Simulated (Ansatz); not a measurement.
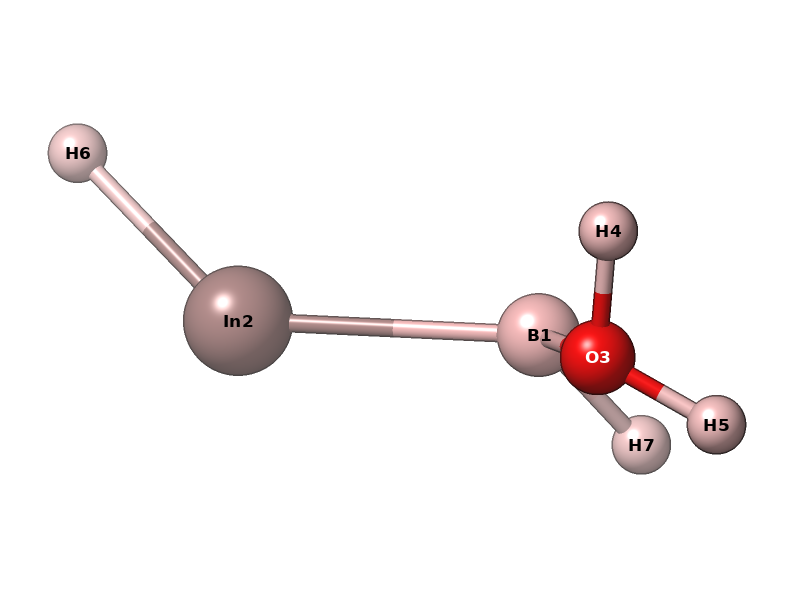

B1 lies behind O3. The molecule seen a little off the O3–B1 bond, O3 in front. Atoms fade into the background with distance from the viewer. The geometry was computed by an optimisation with PBE0-D4/def2-TZVP. No frequency run is at hand to confirm it as a minimum.

Q: What is the torsion angle H4–O3–B1–In2? The sign is positive where the front bond must turn clockwise to cover the back bond.

A: −88°, about perpendicular.
